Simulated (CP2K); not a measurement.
Consider protonated formaldehyde at its PBE geometry (Å).

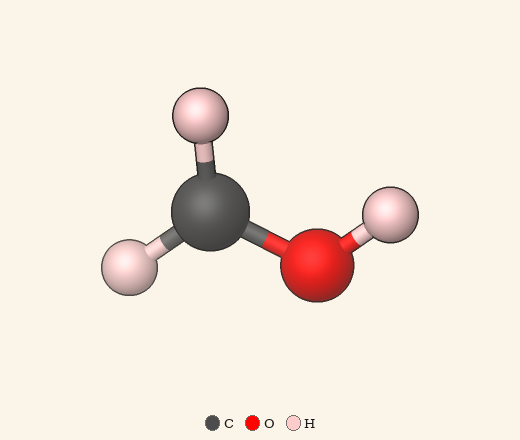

The molecule (carbon dark grey, oxygen red, hydrogen pink).

```xyz
5

C    -0.4153   -0.0152    0.0051
O     0.7551   -0.4844    0.0061
H    -1.2207   -0.7598    0.0415
H    -0.6022    1.0677   -0.0289
H     1.4831    0.1918   -0.0237
```

Method: CP2K XAS_TDP, all-electron GAPW, PBEh(45%), aug-cc-pVTZ, TDA, GW2X-corrected core level, no relativity.

Where do the O K-edge lines lie, and how strong are they?

Leading lines: O2 532.24 eV. The leading line of an atom is its first one with 35 % of the strongest within 2.5 eV of its lowest line over the strength cut. Core ionisation energies at this level: O2 547.66 eV.

The first six lines of each atom with a strength over 0.0015:

```
                  atom  energy (eV)  states  strength, one atom  above the computed threshold
O2 (bonded to C and H)       532.24       1              0.0362                              
                             537.53       1              0.0235                              
                             540.75       1              0.0238                              
                             541.24       1              0.0043                              
                             542.34       1              0.0039                              
                             542.42       1              0.0126
```

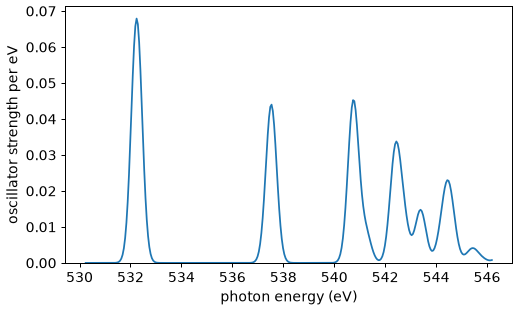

All atoms added, broadened by 0.5 eV.

Lines are vertical, at one geometry, with no vibrational structure. GW2X ionisation energies and lines can be off by 1 to 2 eV either way, and a good line position may hide errors that cancel. These values hold no scalar relativity, about 0.4 eV for O 1s. Rydberg lines, and the discretised continuum above threshold, depend on the basis and the box. The ion (charge +1) is isolated, with no counter-ion or solvent.

[Banner, clock and machine lines of the logs are left out without a mark of their own.]

[Logs are printed without paths, hosts, clocks, repeated set-up lines and the standing remarks that a program may print on its own settings, such as how far it seeks lower states.]

[Hosts, paths, dates, database ids (printed as entryN), source tags and the programs' standing remarks are cut or masked in the printed files.]
